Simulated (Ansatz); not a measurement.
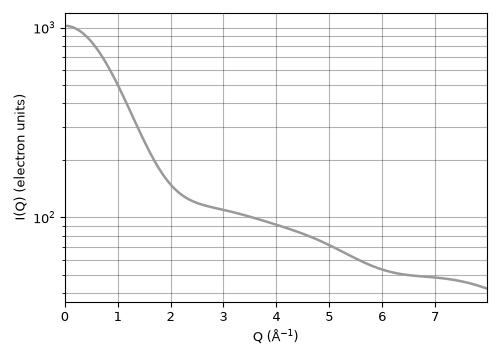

Elastic X-ray scattering of a randomly oriented, rigid molecule, calculated with the Debye equation from neutral-atom form factors (independent atoms, no Compton part, no vibration). The geometry is the end point of an optimisation (Ansatz 0.2.0, RHF/def2-SVP); it may be a saddle point or a higher isomer. It contains B, S, C, H.

How many electrons does the independent-atom model of the molecule hold?

Answer. I(0) is the square of the electron number: I(0) = 1020, so about 32 electrons, the count of CH5BS.

What radius of gyration does the initial fall-off give?

Answer. From I(Q) ≈ I(0) exp(−Q²R²/3) at small Q, R ≈ 1.53 Å. It is larger than the electron-weighted radius of the nuclear positions alone (1.31 Å), because each atom's electron cloud adds to it.
